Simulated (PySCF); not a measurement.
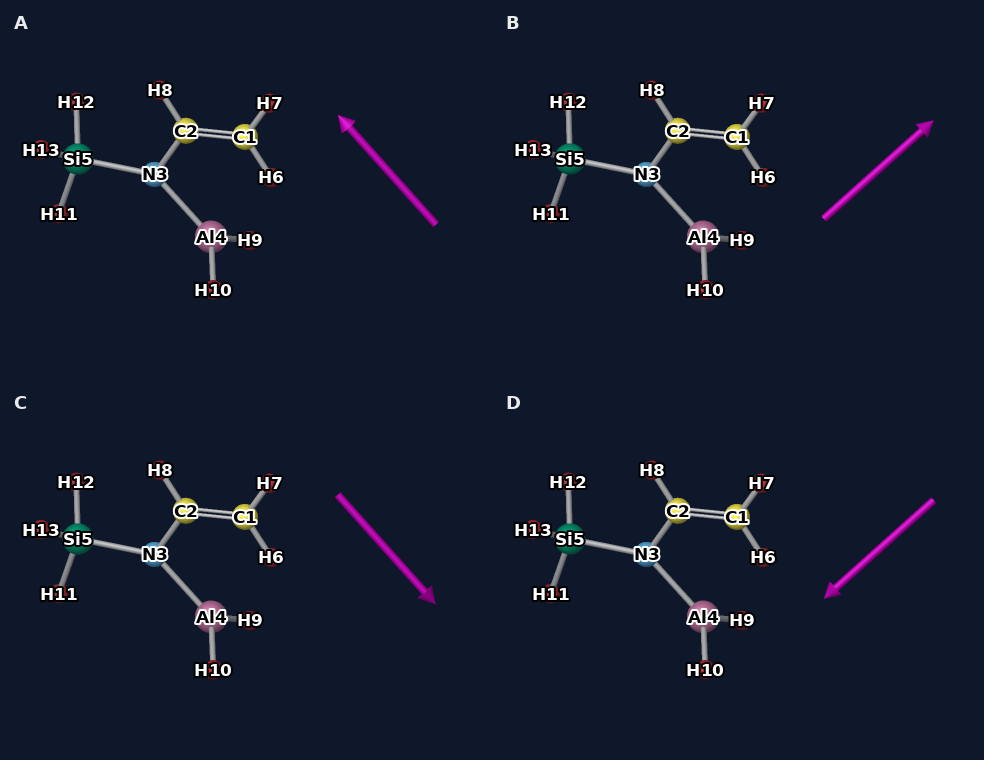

The same molecule four times, each with an arrow. The computed structure is the end point of a GFN2-xTB optimisation. No frequency run is at hand to confirm it as a minimum. Properties computed with PBE0/def2-SVPD, gas phase (PySCF 2.14.0).

### Which arrow points along the dipole moment, from the negative to the positive end?

A. The dipole moment is 0.92 D; it points from the side of H9, H10 to the side of H12, H13 (the outermost atoms at the two ends).

The geometry is semi-empirical. Around Al, Si such bond lengths and angles can be off by a tenth of an ångström or more and by several degrees, and values that hang on the shape move with them.
